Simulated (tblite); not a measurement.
## Geometry relaxation of C₄H₉Cl₂NSi₂ (part 2 of 2)

C₄H₉Cl₂NSi₂; GFN2-xTB geometry optimisation, gas phase (tblite 0.8.0). It belongs to a series of runs on one base structure; here: H on Si replaced by CH2SiH3.

Geometry of the input (Å):
```
N  0.1966  -3.3520  -1.3954
C  0.1211  -2.1859  -1.2190
Si 0.0149  -0.3882  -0.9062
C  1.1151  0.0846  0.4624
Si 2.7769  0.5299  -0.2875
C  -1.7319  0.1725  -0.8316
C  -2.3622  0.3152  0.5000
Cl -1.5962  1.4550  1.6150
Cl -3.9824  1.0143  0.1760
H  0.5746  0.2185  -2.1438
H  1.3369  -0.8008  1.1315
H  0.8341  0.9254  1.0880
H  3.3382  -0.6059  -1.0060
H  3.6860  1.1688  0.6427
H  2.4368  1.5803  -1.3020
H  -2.3446  -0.5728  -1.3891
H  -1.8696  1.1309  -1.3848
H  -2.5531  -0.6833  0.9733
```

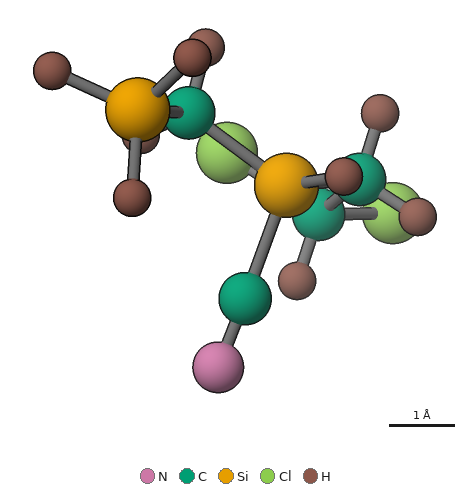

Figure 1. The geometry at step 111 of the log (ball-and-stick view, seen at a tilt).

## Trajectory as extended XYZ, continued
```
18
Properties=species:S:1:pos:R:3:forces:R:3 step=48 energy=-777.42186
N    -0.1987   -3.3138   -0.9756    0.0070  -0.0310  -0.0240
C    -0.1213   -2.1747   -1.0671   -0.0040   0.0390   0.0060
Si   -0.0003   -0.3042   -1.1125    0.0650  -0.0370   0.0110
C     1.1982    0.1587    0.2785    0.0490   0.0060   0.0290
Si    2.9820    0.5943   -0.2481   -0.0020  -0.0090   0.0390
C    -1.8212    0.2680   -0.9235   -0.0170   0.0090   0.0000
C    -2.3792    0.1978    0.4715    0.0050   0.0020   0.0550
Cl   -1.6820    1.4613    1.5127   -0.0650  -0.0210  -0.0080
Cl   -4.1619    0.4187    0.4556    0.0250  -0.0010   0.0200
H     0.4084    0.0898   -2.4651    0.0110  -0.0320  -0.0050
H     1.2513   -0.6741    0.9840   -0.0180   0.0550  -0.0020
H     0.7998    1.0052    0.8363    0.0270  -0.0080   0.0010
H     3.5787   -0.5482   -0.9360   -0.0010  -0.0280  -0.0200
H     3.7627    0.9255    0.9470   -0.0300  -0.0120  -0.0190
H     2.9386    1.7500   -1.1427   -0.0050   0.0240  -0.0250
H    -2.4402   -0.3729   -1.5538   -0.0160   0.0140  -0.0340
H    -1.9313    1.2848   -1.2997   -0.0220   0.0160   0.0000
H    -2.1925   -0.7599    0.9620   -0.0110   0.0140  -0.0230
18
Properties=species:S:1:pos:R:3:forces:R:3 step=64 energy=-777.42881
N    -0.2196   -3.3147   -1.0005    0.0050   0.0670   0.0170
C    -0.1388   -2.1722   -1.0412    0.0020  -0.0700  -0.0120
Si    0.0030   -0.3037   -1.0947    0.0120  -0.0050  -0.0030
C     1.1947    0.1983    0.2878    0.0010   0.0010   0.0050
Si    2.9837    0.5827   -0.2573   -0.0110  -0.0110   0.0120
C    -1.8139    0.2933   -0.9250   -0.0030   0.0020   0.0040
C    -2.3751    0.1788    0.4676   -0.0070  -0.0290   0.0010
Cl   -1.7179    1.4379    1.5363   -0.0340  -0.0120  -0.0030
Cl   -4.1633    0.3360    0.4639    0.0090   0.0190  -0.0090
H     0.4357    0.0228   -2.4570   -0.0060   0.0260  -0.0200
H     1.2224   -0.6014    1.0301    0.0220   0.0120   0.0070
H     0.8089    1.0737    0.8088    0.0090   0.0100  -0.0210
H     3.5493   -0.5710   -0.9544   -0.0110  -0.0210   0.0010
H     3.7703    0.8920    0.9370    0.0120   0.0060  -0.0010
H     2.9571    1.7374   -1.1564    0.0030   0.0070  -0.0010
H    -2.4292   -0.3216   -1.5849   -0.0170   0.0050   0.0060
H    -1.9190    1.3220   -1.2684    0.0200   0.0150  -0.0030
H    -2.1573   -0.7840    0.9319   -0.0060  -0.0210   0.0220
18
Properties=species:S:1:pos:R:3:forces:R:3 step=80 energy=-777.43495
N    -0.2305   -3.3128   -0.9707    0.0240  -0.0080   0.0140
C    -0.1257   -2.1733   -1.0223   -0.0230   0.0430   0.0030
Si    0.0114   -0.3046   -1.0881   -0.0140   0.0460   0.0120
C     1.1954    0.2555    0.2775    0.0000   0.0090   0.0130
Si    2.9976    0.5590   -0.2727   -0.0060  -0.0210   0.0080
C    -1.7982    0.3101   -0.9058   -0.0070  -0.0080  -0.0120
C    -2.3926    0.1322    0.4681   -0.0080  -0.0330  -0.0310
Cl   -1.7904    1.3679    1.5916    0.0180  -0.0060   0.0210
Cl   -4.1833    0.2545    0.4182    0.0050   0.0230  -0.0020
H     0.4280    0.0298   -2.4544    0.0010  -0.0070  -0.0140
H     1.1939   -0.4869    1.0772    0.0070   0.0130   0.0040
H     0.8232    1.1776    0.7232   -0.0070  -0.0040   0.0060
H     3.4924   -0.6356   -0.9550    0.0130   0.0020  -0.0080
H     3.8126    0.8509    0.9062    0.0060  -0.0030   0.0150
H     3.0120    1.7106   -1.1759    0.0100  -0.0130  -0.0230
H    -2.4127   -0.2488   -1.6144   -0.0180   0.0000   0.0160
H    -1.8704    1.3606   -1.1901   -0.0040  -0.0210  -0.0020
H    -2.1714   -0.8405    0.9111    0.0060  -0.0120  -0.0190
18
Properties=species:S:1:pos:R:3:forces:R:3 step=95 energy=-777.46847
N    -0.0695   -3.1147   -0.6456   -0.0050  -0.1160  -0.0070
C    -0.0412   -1.9871   -0.8407    0.0220   0.1280   0.0010
Si   -0.0009   -0.1265   -1.0655   -0.0140  -0.0120   0.0020
C     1.2175    0.5318    0.2262   -0.0030  -0.0330   0.0340
Si    3.0485    0.4129   -0.3067    0.0550   0.0180  -0.0340
C    -1.8446    0.3725   -0.8809   -0.0140   0.0170  -0.0210
C    -2.4901   -0.0932    0.3951   -0.0080  -0.0080   0.0290
Cl   -1.8214    0.7429    1.8133    0.0250  -0.0060  -0.0440
Cl   -4.2589    0.1982    0.3549   -0.0040   0.0120   0.0210
H     0.3618    0.1264   -2.4681   -0.0070   0.0080   0.0630
H     1.0812   -0.0311    1.1526    0.0190   0.0260  -0.0330
H     0.9917    1.5697    0.4743   -0.0150  -0.0290  -0.0420
H     3.3343   -0.9084   -0.8649   -0.0460  -0.0080   0.0320
H     3.9338    0.6778    0.8271   -0.0480   0.0000   0.0470
H     3.2803    1.4302   -1.3327   -0.0070   0.0170  -0.0390
H    -2.3999   -0.0833   -1.7032    0.0040   0.0220  -0.0290
H    -1.9722    1.4513   -0.9749    0.0400  -0.0040   0.0060
H    -2.3593   -1.1630    0.5632    0.0050  -0.0330   0.0120
18
Properties=species:S:1:pos:R:3:forces:R:3 step=111 energy=-777.47839
N     0.0182   -3.0660   -0.5741    0.0010   0.0430  -0.0220
C     0.0118   -1.9371   -0.7704   -0.0110  -0.0330   0.0060
Si   -0.0079   -0.0817   -1.0269    0.0120  -0.0030  -0.0530
C     1.2303    0.6434    0.2047   -0.0140   0.0140   0.0140
Si    3.0464    0.3662   -0.3244   -0.0050   0.0080  -0.0060
C    -1.8581    0.3940   -0.8645   -0.0320   0.0180   0.0310
C    -2.5267   -0.1841    0.3525   -0.0100  -0.0210  -0.0010
Cl   -1.7898    0.4412    1.8402    0.0260   0.0110   0.0270
Cl   -4.2748    0.2137    0.3827    0.0140  -0.0040  -0.0090
H     0.3492    0.1707   -2.4305   -0.0090  -0.0230   0.0180
H     1.0753    0.1915    1.1854    0.0100  -0.0050  -0.0230
H     1.0509    1.7108    0.3389    0.0060  -0.0250  -0.0320
H     3.2043   -1.0172   -0.7744    0.0110   0.0240   0.0270
H     3.9249    0.6465    0.8106    0.0030   0.0090   0.0120
H     3.3589    1.2809   -1.4268   -0.0200  -0.0250   0.0210
H    -2.3928    0.0284   -1.7432   -0.0010   0.0030   0.0110
H    -1.9742    1.4778   -0.8527    0.0250   0.0080  -0.0040
H    -2.4546   -1.2726    0.3967   -0.0050   0.0000  -0.0160
18
Properties=species:S:1:pos:R:3:forces:R:3 step=127 energy=-777.49548
N     0.0834   -3.0223   -0.5202   -0.0090   0.0410   0.0010
C     0.0374   -1.8970   -0.7299   -0.0220  -0.0140  -0.0080
Si   -0.0312   -0.0589   -1.0806   -0.0190   0.0070   0.0170
C     1.2113    0.8103    0.0480    0.0180  -0.0050   0.0220
Si    3.0325    0.3147   -0.2464   -0.0040  -0.0060   0.0120
C    -1.8516    0.4784   -0.7849   -0.0220   0.0050  -0.0120
C    -2.5209   -0.3231    0.2985    0.0030  -0.0130  -0.0340
Cl   -1.6366   -0.1749    1.8309   -0.0280   0.0010   0.0120
Cl   -4.2101    0.2147    0.5512    0.0230  -0.0080   0.0180
H     0.2399    0.0751   -2.5185    0.0110   0.0150   0.0140
H     0.9656    0.6016    1.0909   -0.0060   0.0030  -0.0510
H     1.1058    1.8887   -0.0769    0.0320  -0.0080   0.0060
H     3.1273   -1.1374   -0.3797   -0.0020   0.0060   0.0210
H     3.8336    0.7834    0.8855    0.0000   0.0090  -0.0060
H     3.5006    0.9510   -1.4780   -0.0100   0.0120  -0.0250
H    -2.4323    0.3528   -1.6992    0.0010  -0.0320  -0.0170
H    -1.9009    1.5388   -0.5319    0.0440  -0.0390   0.0280
H    -2.5624   -1.3895    0.0648   -0.0100   0.0270   0.0010
18
Properties=species:S:1:pos:R:3:forces:R:3 step=143 energy=-777.50010
N     0.0960   -3.0064   -0.5182   -0.0120   0.0080  -0.0020
C     0.0420   -1.8829   -0.7336   -0.0030   0.0050  -0.0040
Si   -0.0350   -0.0474   -1.0904    0.0050   0.0100   0.0170
C     1.2104    0.8507    0.0131    0.0040   0.0130   0.0190
Si    3.0247    0.3043   -0.2175    0.0010  -0.0070  -0.0210
C    -1.8509    0.4874   -0.7660   -0.0030   0.0080  -0.0110
C    -2.5262   -0.3625    0.2753    0.0080   0.0070  -0.0100
Cl   -1.5806   -0.3900    1.7790   -0.0040  -0.0020   0.0060
Cl   -4.1682    0.2431    0.6465   -0.0020  -0.0040  -0.0080
H     0.2304    0.0888   -2.5281   -0.0040   0.0030  -0.0100
H     0.9335    0.7079    1.0578    0.0120  -0.0130   0.0060
H     1.1404    1.9236   -0.1711   -0.0040  -0.0110  -0.0140
H     3.0971   -1.1548   -0.2066    0.0060   0.0100   0.0150
H     3.8313    0.8732    0.8641   -0.0080   0.0040  -0.0080
H     3.4960    0.8175   -1.5064   -0.0050  -0.0100   0.0060
H    -2.4395    0.4236   -1.6815    0.0100  -0.0050  -0.0080
H    -1.8715    1.5304   -0.4492   -0.0060  -0.0060   0.0180
H    -2.6386   -1.4002   -0.0435    0.0020  -0.0080   0.0100
18
Properties=species:S:1:pos:R:3:forces:R:3 step=159 energy=-777.50362
N     0.0141   -2.9953   -0.5471    0.0140   0.0030   0.0000
C     0.0124   -1.8669   -0.7433    0.0020  -0.0040  -0.0010
Si   -0.0289   -0.0260   -1.0755    0.0020  -0.0100  -0.0110
C     1.2269    0.8665    0.0186    0.0010   0.0020  -0.0130
Si    3.0335    0.2999   -0.2176    0.0070  -0.0070   0.0290
C    -1.8452    0.4989   -0.7448   -0.0070   0.0170  -0.0110
C    -2.5229   -0.3909    0.2602   -0.0210   0.0100   0.0060
Cl   -1.5999   -0.4379    1.7782   -0.0090   0.0010  -0.0110
Cl   -4.1823    0.1783    0.6140    0.0120  -0.0100   0.0070
H     0.2296    0.1190   -2.5146    0.0030   0.0020   0.0030
H     0.9543    0.7472    1.0670    0.0000  -0.0190   0.0080
H     1.1690    1.9350   -0.1897   -0.0080   0.0230   0.0030
H     3.1085   -1.1507   -0.0712    0.0050  -0.0090   0.0050
H     3.8641    0.9647    0.7890   -0.0030   0.0010  -0.0110
H     3.4708    0.6947   -1.5575   -0.0030  -0.0020  -0.0110
H    -2.4233    0.4633   -1.6684   -0.0040   0.0060   0.0030
H    -1.8763    1.5288   -0.3881    0.0000  -0.0060  -0.0030
H    -2.6133   -1.4224   -0.0854    0.0090   0.0040   0.0110
18
Properties=species:S:1:pos:R:3:forces:R:3 step=175 energy=-777.50570
N     0.0362   -2.9991   -0.5937    0.0010   0.0070   0.0000
C     0.0171   -1.8682   -0.7742    0.0020  -0.0040   0.0020
Si   -0.0302   -0.0221   -1.0748   -0.0030  -0.0040  -0.0010
C     1.2246    0.8405    0.0448    0.0000  -0.0020   0.0010
Si    3.0346    0.2979   -0.2222    0.0010  -0.0020   0.0000
C    -1.8484    0.5038   -0.7502    0.0010   0.0000   0.0020
C    -2.5272   -0.3756    0.2638   -0.0010  -0.0070   0.0020
Cl   -1.6120   -0.4035    1.7867    0.0000   0.0050  -0.0060
Cl   -4.1899    0.1888    0.6071    0.0030   0.0000  -0.0020
H     0.2393    0.1512   -2.5084   -0.0020   0.0020  -0.0030
H     0.9629    0.6720    1.0896   -0.0020   0.0040  -0.0010
H     1.1526    1.9166   -0.1175    0.0030  -0.0010   0.0040
H     3.1494   -1.1397    0.0083   -0.0020   0.0050   0.0000
H     3.8844    1.0402    0.7116   -0.0040  -0.0030  -0.0050
H     3.4144    0.6205   -1.5993    0.0000  -0.0020   0.0040
H    -2.4258    0.4575   -1.6741    0.0000   0.0050   0.0060
H    -1.8801    1.5376   -0.4054   -0.0010  -0.0050  -0.0020
H    -2.6106   -1.4121   -0.0686    0.0020   0.0040  -0.0010
```

## Summary

```csv
quantity,value
outcome,converged
total energy,−777.5057 eV
hardware,"1 CPU thread, shared host"
wall time,3.8 s
peak memory,0.18 GiB
```
